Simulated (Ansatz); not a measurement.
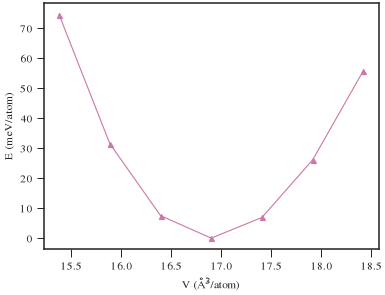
TaN3 (ReO3 type, Pm-3m) under volume change, PBE in the plane-wave PAW code Ansatz, scaled uniformly.

Question: What does a third-order Birch–Murnaghan fit give for V₀, B₀ and B′?

Answer: V₀ = 16.90 Å³/atom, B₀ = 150 GPa, B′ = 3.8.

The start of the workflow was typed in or built on a structure type; neither database checked (COD, Materials Project) lists it. Whether it is the stable phase at ambient conditions was not checked. Symmetry was held in the PBE relaxation; whether a distortion lowers the energy is not shown. No spin polarisation was allowed. Its formation energy is positive at this level, so the cell may be metastable or incomplete. Spin–orbit coupling is left out wherever it is not named.

Potentials: the earlier of the program's two PAW sets.
